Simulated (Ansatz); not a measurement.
# AlB3As4: complex band structure, part 2 of 3

Aim: relax a made-up compound, AlB3As4, and see how good a tunnel barrier it would be. It is built by putting As for N, B for Ga in the AlGa3N4 structure of space group Pm, with the volume rescaled by atomic radii. The parent structure comes from the Materials Project.

Ansatz 0.2.0; PBEsol DFT, plane waves, PAW files (the session's first sound run).

So far. Step 2 (Cell and atoms at rest): The largest force component on a free atom ends at 0.0040 eV/Å.

The structure was built from a prototype and need not be the compound's stable phase.

## (3) The bulk crystal and its band edges

The energy window and the wavevectors of the next steps follow from the band edges, so these are searched first, off the mesh as well.

The input, input.yaml:

```yaml
crystal:
  lattice:
    - [5.8489777895, 0.0, 0.0052154546]
    - [0.0, 3.4902898601, 0.0]
    - [0.0013324193, 0.0, 6.1664159854]
  atoms:
    - { symbol: Al, position: [-0.0075509584, 0.5, 0.6651534967] }
    - { symbol: B, position: [0.4988523931, 0.5, 0.3228707455] }
    - { symbol: B, position: [0.4949972588, 0.0, 0.8404155698] }
    - { symbol: B, position: [1.0024176001, 0.0, 0.168109406] }
    - { symbol: As, position: [0.1361811372, 0.5, 0.3079076916] }
    - { symbol: As, position: [0.1431442858, 0.0, 0.8680203816] }
    - { symbol: As, position: [0.6337709376, 0.0, 0.1647046652] }
    - { symbol: As, position: [0.5857873559, 0.5, 0.6628190436] }
kpoints:
  mp_grid: { grid: [4, 8, 4] }
  band_path: { path: [VBM, CBM], npoints: 30 }
scf:
  occupations: { method: fixed }
hamiltonian:
  xc: pbesol
output:
  eigenvalues: true
  write_potential: true
  write_density: true
  volumetric_format: npy
  elf: true
```

Started as:

```bash
$ ansatz run input.yaml --threads 2 --pin off --max-ram 4096MiB --backend cpu --events-out ev --progress --plain --runs-dir out
```

Numbers of over 12 decimals in the logs are rounded to 6 here.

Output:

```text
[...]
Crystal: 8 atoms, lattice volume = 125.885 Å³
Basis set: ecut = 420 eV, 2469 PW (Γ)
Bands: 44, of which v1, the nominal top of the filled ones, is band 36 counted from 1 (35 counted from 0)
Symmetry: 2 space group operations
[...]
k-points: 50 of 128 (time reversal used)
[...]
SCF iter   1: F=—  HF=-20234.203272 eV  |F-HF|=—  |Δ(HF+E_count)|=         —  Δρ=4.48e-3  dr2=3.78e-2  ethr=1.77e-3  ⟨swp⟩=4.5  Hψ=7412  notcnv=0  defer=264
[...]
SCF iter   7: F=-20234.190517 eV  HF=-20234.190517 eV  |F-HF|=6.70e-9  |Δ(HF+E_count)|=   3.89e-7  Δρ=4.05e-6  dr2=3.34e-8  ethr=1.39e-10  ⟨swp⟩=9.8  Hψ=8688  notcnv=0
SCF 1 converged in 7 iterations: F = -20234.190517 eV  dr2 = 3.34e-8
[...]
NSCF: frozen V_eff on 80 k-points
[...]
SCF converged after 7 iterations
Free energy (F): -20234.190517 eV
[...]
Internal energy: -20234.190517 eV  (E = F + TS)
E sigma→0 (E₀):  -20234.190517 eV
Fermi energy:    10.409605 eV
[...]
--- Band table (eV; the first three rows and the last of 50) ---
  k-point 0: bands = [... 32 lower, 8.3848, 9.3305, 9.9280, 10.4096, 10.7903, 11.1583, 12.3184, 12.4927, ... 4 higher]
  k-point 1: bands = [... 32 lower, 8.3109, 8.5265, 9.0543, 10.1784, 10.9778, 11.8059, 12.4771, 12.7762, ... 4 higher]
  k-point 2: bands = [... 32 lower, 8.0381, 8.2233, 8.3308, 9.9370, 11.2241, 11.5890, 12.7511, 13.3397, ... 4 higher]
  k-point 49: bands = [... 32 lower, 6.5893, 7.1222, 7.5444, 7.8670, 10.7268, 10.9243, 11.1296, 11.7549, ... 4 higher]
```

It took 75 s on 2 threads of Arm Neoverse V2, shared host; peak memory 0.56 GiB.

Reading the cycles: dr2 is the Hartree energy of the density residual (eV), the measure of convergence; HF is the Harris–Foulkes estimate of the energy, which meets the free energy F at convergence.

Numbers from this step:

| Property | Result |
| --- | --- |
| free energy | -20234.1905 eV |
| Fermi energy | 10.41 eV |
| gap on the k-mesh | 0.2076 eV |
| gap on path | 0.2076 eV, by band count; negative where bands overlap |
| direct gap on path | 0.3807 eV |
| edge places on path | 0, 1.034 1/A along the path |

Electronic bands along the path, in eV, zero at the Fermi level (highest filled level under fixed occupations); v1 is the highest filled band, c1 the lowest empty one:

| point | v4 | v3 | v2 | v1 | c1 | c2 | c3 | c4 |
| --- | --- | --- | --- | --- | --- | --- | --- | --- |
| VBM | -2.02 | -1.08 | -0.48 | 0.00 | 0.38 | 0.75 | 1.91 | 2.08 |
| CBM | -4.08 | -3.91 | -2.52 | -2.00 | 0.21 | 0.27 | 2.39 | 2.81 |

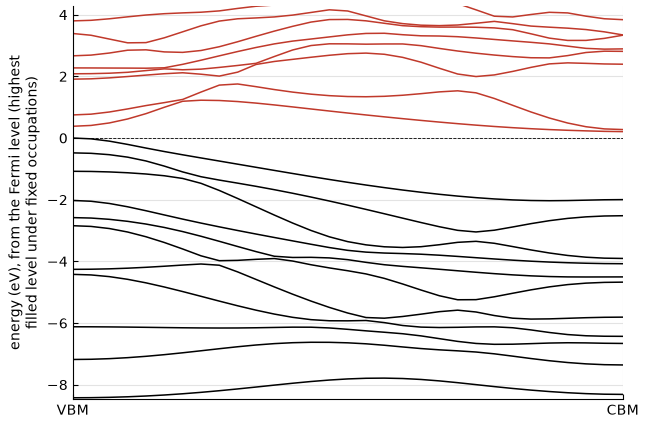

Electronic bands along the path; lines of filled and empty bands in two colours.

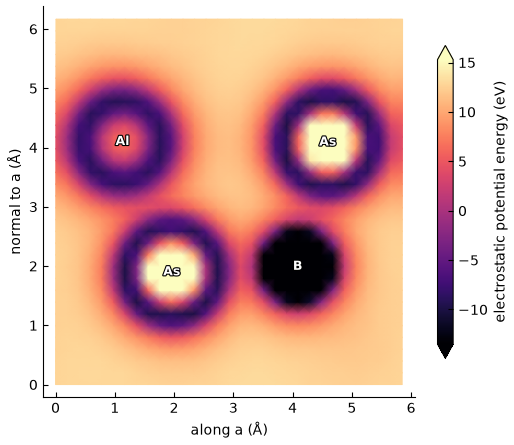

Electrostatic potential energy in the ac plane at fractional y = 0.500, with atoms of Al and B and As within 0.2 Å of it. With pseudopotentials it is smooth inside the atoms' cores, unlike the true potential. The map starts off the cell's origin, so that atoms lie inside it.

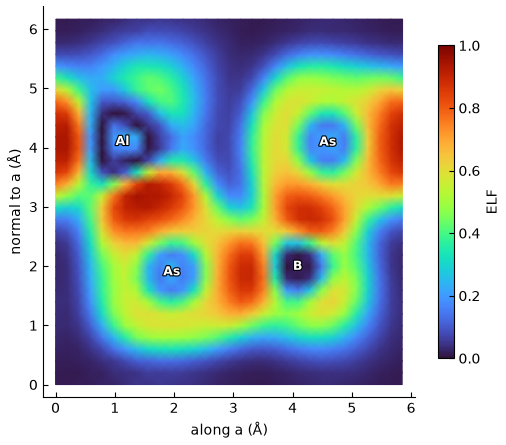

ELF in the ac plane at fractional y = 0.500, with atoms of Al and B and As within 0.2 Å of it. It is the smooth field of the valence electrons, not physical close to the nuclei. The map starts off the cell's origin, so that atoms lie inside it.

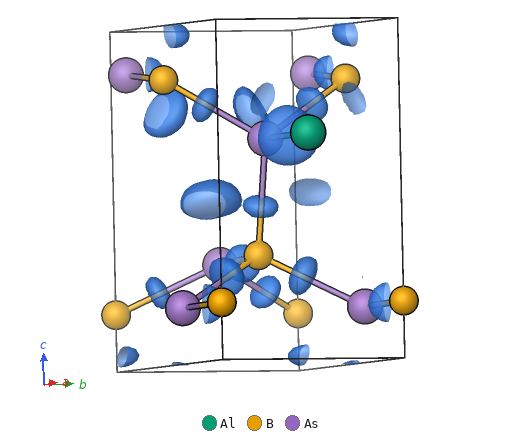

Surface of ELF = 0.85.

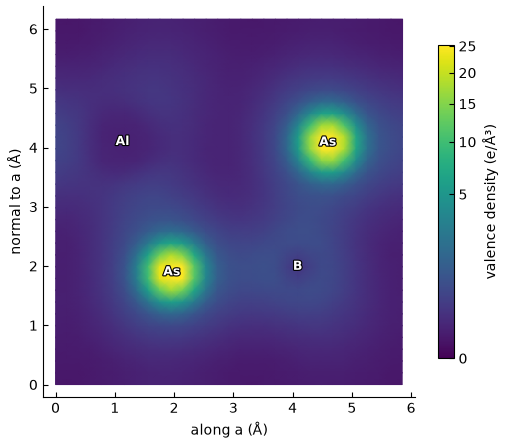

Valence density in the ac plane at fractional y = 0.500, with atoms of Al and B and As within 0.2 Å of it. It is the smooth field of the valence electrons, not physical close to the nuclei. The map starts off the cell's origin, so that atoms lie inside it. The colour scale is stretched toward low values.

The searched edges give 0.208 eV, as on the mesh.

## (4) Complex bands, plane (001), k-mesh 4×8×4

This step: PBEsol DFT, plane waves, PAW files; complex bands by layer matching along the plane's normal (Ansatz 0.2.0).

The same crystal is laid in a cell whose first two vectors span the (001) plane (indices of the standard conventional cell, whose axes can be ordered otherwise than in the bulk input). At fixed energy and wavevector in the plane the solver finds all kz, real and complex. A few wavevectors are listed, (0, 0), (0, -0.5) and (0.5, 0) in units of the plane's reciprocal vectors; the slowest state needn't be among them.

The input, input.yaml:

```yaml
crystal:
  lattice:
    - [5.848980115, 0.0, 0.0]
    - [0.0, 3.49028986, 0.0]
    - [0.006830927, 0.0, 6.166412346]
  atoms:
    - { symbol: Al, position: [0.9924490416, 0.5, 0.6651534967] }
    - { symbol: B, position: [0.4988523931, 0.5, 0.3228707455] }
    - { symbol: B, position: [0.4949972588, 0.0, 0.8404155698] }
    - { symbol: B, position: [0.0024176001, 0.0, 0.168109406] }
    - { symbol: As, position: [0.1361811372, 0.5, 0.3079076916] }
    - { symbol: As, position: [0.1431442858, 0.0, 0.8680203816] }
    - { symbol: As, position: [0.6337709376, 0.0, 0.1647046652] }
    - { symbol: As, position: [0.5857873559, 0.5, 0.6628190436] }
kpoints:
  mp_grid: { grid: [4, 8, 4] }
scf:
  occupations: { method: fixed }
hamiltonian:
  xc: pbesol
output:
  eigenvalues: true
  transmission:
    leads: [[0, 0]]
    kpoints: [[0.0, 0.0], [0.0, -0.5], [0.5, 0.0]]
    e_range: [-1.0, 1.21]
    de: 0.06
```

Output:

```text
[...]
Crystal: 8 atoms, lattice volume = 125.885 Å³
Basis set: ecut = 420 eV, 2469 PW (Γ)
Bands: 44, of which v1, the nominal top of the filled ones, is band 36 counted from 1 (35 counted from 0)
Symmetry: 2 space group operations
[...]
k-points: 50 of 128 (time reversal used)
[...]
SCF iter   1: F=—  HF=-20234.203273 eV  |F-HF|=—  |Δ(HF+E_count)|=         —  Δρ=4.48e-3  dr2=3.78e-2  ethr=1.77e-3  ⟨swp⟩=4.5  Hψ=7412  notcnv=0  defer=264
[...]
SCF iter   7: F=-20234.190517 eV  HF=-20234.190517 eV  |F-HF|=6.70e-9  |Δ(HF+E_count)|=   3.89e-7  Δρ=4.05e-6  dr2=3.34e-8  ethr=1.39e-10  ⟨swp⟩=9.8  Hψ=8688  notcnv=0
SCF 1 converged in 7 iterations: F = -20234.190517 eV  dr2 = 3.34e-8
[...]
transmission: 8 of 24 steps passed
transmission: 16 of 24 steps passed
transmission: 24 of 24 steps passed
SCF converged after 7 iterations
Free energy (F): -20234.190517 eV
[...]
Internal energy: -20234.190517 eV  (E = F + TS)
E sigma→0 (E₀):  -20234.190517 eV
Fermi energy:    10.409605 eV
[...]
--- Band table (eV; the first three rows and the last of 50) ---
  k-point 0: bands = [... 32 lower, 8.3848, 9.3305, 9.9280, 10.4096, 10.7903, 11.1583, 12.3184, 12.4927, ... 4 higher]
  k-point 1: bands = [... 32 lower, 8.3109, 8.5265, 9.0543, 10.1784, 10.9778, 11.8059, 12.4771, 12.7762, ... 4 higher]
  k-point 2: bands = [... 32 lower, 8.0381, 8.2233, 8.3308, 9.9370, 11.2241, 11.5890, 12.7511, 13.3397, ... 4 higher]
  k-point 49: bands = [... 32 lower, 6.5893, 7.1222, 7.5444, 7.8670, 10.7268, 10.9243, 11.1296, 11.7549, ... 4 higher]
--- Transmission ---
  basis      : 181 plane waves across, 8 finite elements along
  points     : 3, as listed
  energies   : 37 from -1.000000 to 1.160000 eV about the Fermi level, 0.060000 eV apart; the leads are filled to 0.103814 eV, and channels, transmission and decay are at 0.080000 eV
  crystal 0  : As4Al1B3, at the sites [0, 0], period 6.1664 Å: whole cells are its period
    offset         : up to 0.0000 Å between an atom of the period and one for which it stands
    channels       : 0.000000e0 a spin
    conductance    : none, the energies end too early or step too widely for 300 K: set another output.transmission.e_range or a lower de, or, where they end at an eighth of basis.ecutwfc, a higher one
    slowest decay  : 0.0727 /Å at (0.0000, -0.5000)
```

Wall time 30 s (2 threads); peak memory 0.61 GiB.

Numbers from this step:

```yaml
level_to_which_the_leads_are_filled: 0.1038 eV from the Fermi level
decay_constant_at_the_filling_level_zone_centre: 0.1234 Å⁻¹
decay_constant_at_the_filling_level_slowest_listed_point: 0.0727 Å⁻¹
```

K parallel (0, 0); values up to 1.5 1/Å, a degenerate pair printed once or twice; energies at which all values exceed this have no row. Table of Im kz of the slowest decaying states by energy, zero at the highest filled level on the SCF mesh:

| energy (eV) | decay 1 (Å⁻¹) | decay 2 (Å⁻¹) | decay 3 (Å⁻¹) | decay 4 (Å⁻¹) |
| --- | --- | --- | --- | --- |
| -1.000 | 0.139 | 0.277 | 0.333 | 0.677 |
| -0.820 | 0.192 | 0.239 | 0.340 | 0.650 |
| -0.580 | 0.145 | 0.167 | 0.303 | 0.346 |
| -0.400 | 0.0518 | 0.161 | 0.346 | 0.349 |
| -0.220 | 0.0897 | 0.154 | 0.344 | 0.363 |
| 0.020 | 0.0681 | 0.118 | 0.140 | 0.325 |
| 0.200 | 0.126 | 0.208 | 0.259 | 0.322 |
| 0.380 | 0.0110 | 0.102 | 0.185 | 0.292 |
| 0.620 | 0.0663 | 0.175 | 0.311 | 0.616 |
| 0.800 | 0.179 | 0.319 | 0.500 | 0.672 |
| 0.980 | 0.114 | 0.183 | 0.322 | 0.443 |

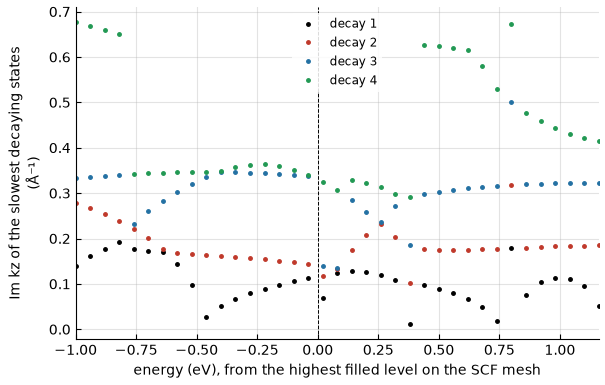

Im kz of the slowest decaying states, plotted against energy.

K parallel (0, 0). Re kz of states that move upwards against energy, zero at the highest filled level on the SCF mesh:

| energy (eV) | channel 1 (Å⁻¹) | channel 2 (Å⁻¹) |
| --- | --- | --- |
| -1.000 | -0.146 | - |
| -0.820 | -0.113 | - |
| -0.580 | -0.0585 | - |
| -0.400 | -0.381 | - |
| -0.220 | -0.247 | - |
| 0.020 | - | - |
| 0.200 | - | - |
| 0.380 | - | - |
| 0.620 | 0.297 | - |
| 0.800 | 0.0441 | 0.463 |
| 0.980 | 0.0984 | - |

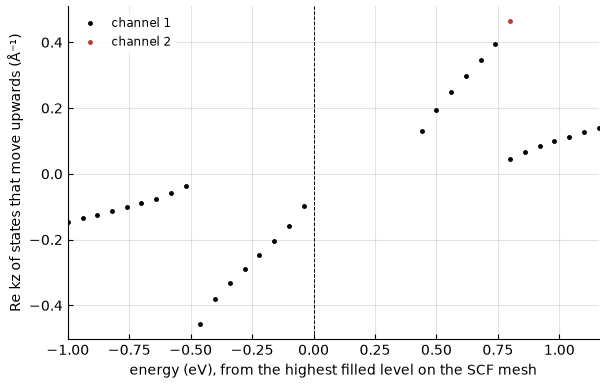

Re kz of states that move upwards against energy.

K parallel (0, -0.5); values up to 1.5 1/Å, a degenerate pair printed once or twice; energies at which all values exceed this have no row. The Im kz of the slowest decaying states by energy, zero at the highest filled level on the SCF mesh:

| energy (eV) | decay 1 (Å⁻¹) | decay 2 (Å⁻¹) | decay 3 (Å⁻¹) | decay 4 (Å⁻¹) |
| --- | --- | --- | --- | --- |
| -1.000 | 0.186 | 0.215 | 0.217 | 0.247 |
| -0.820 | 0.184 | 0.203 | 0.217 | 0.254 |
| -0.580 | 0.168 | 0.183 | 0.223 | 0.260 |
| -0.400 | 0.151 | 0.166 | 0.228 | 0.262 |
| -0.220 | 0.129 | 0.144 | 0.231 | 0.262 |
| -0.040 | 0.100 | 0.117 | 0.233 | 0.262 |
| 0.020 | 0.0877 | 0.106 | 0.234 | 0.261 |
| 0.200 | 0.0176 | 0.0582 | 0.234 | 0.259 |
| 0.380 | 0.234 | 0.255 | 0.277 | 0.279 |
| 0.560 | 0.232 | 0.250 | 0.250 | 0.254 |
| 0.740 | 0.215 | 0.227 | 0.229 | 0.243 |
| 0.980 | 0.150 | 0.182 | 0.223 | 0.232 |
| 1.160 | 0.0515 | 0.134 | 0.217 | 0.222 |

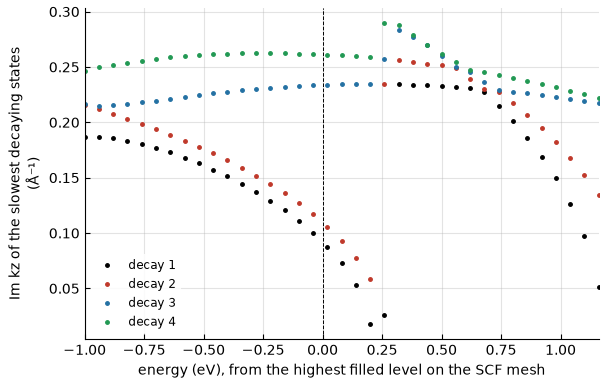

Im kz of the slowest decaying states, plotted against energy.

K parallel (0.5, 0); values up to 1.5 1/Å, a degenerate pair printed once or twice; energies at which all values exceed this have no row. The Im kz of the slowest decaying states by energy, zero at the highest filled level on the SCF mesh:

| energy (eV) | decay 1 (Å⁻¹) | decay 2 (Å⁻¹) | decay 3 (Å⁻¹) | decay 4 (Å⁻¹) |
| --- | --- | --- | --- | --- |
| -1.0000 | 0.0270 | 0.0808 | 0.175 | 0.325 |
| -0.7600 | 0.117 | 0.178 | 0.342 | 0.391 |
| -0.5200 | 0.0156 | 0.141 | 0.176 | 0.353 |
| -0.2200 | 0.164 | 0.223 | 0.352 | 0.361 |
| 0.0200 | 0.162 | 0.279 | 0.321 | 0.363 |
| 0.2600 | 0.153 | 0.278 | 0.317 | 0.359 |
| 0.5000 | 0.127 | 0.215 | 0.348 | 0.449 |
| 0.7400 | 0.0996 | 0.118 | 0.352 | 0.392 |
| 0.9800 | 0.121 | 0.333 | 0.352 | 1.39 |

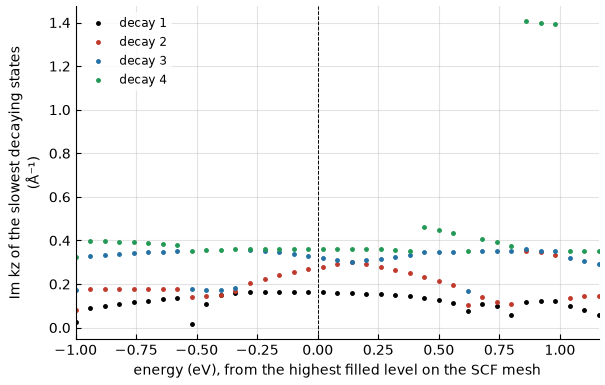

Im kz of the slowest decaying states against energy.

At the listed wavevectors the last open channel is at -0.04 eV and the next at +0.26 eV on the grid. At +0.08 eV, the grid energy nearest the filling level (the middle of the gap on the SCF mesh), the slowest state at the listed wavevectors decays with κ = 0.0727 Å⁻¹, its amplitude falling by e over 14 Å. Through 1 nm of this crystal that state's transmission falls by exp(−2 × 0.0727 Å⁻¹ × 10 Å) = 0.23.

(Continued in part 3 of 3.)

[Logs are printed without paths, hosts, clocks, repeated set-up lines and the standing remarks that a program may print on its own settings, such as how far it seeks lower states.]

[Hosts, paths, dates, database ids (printed as entryN), source tags and the programs' standing remarks are cut or masked in the printed files.]
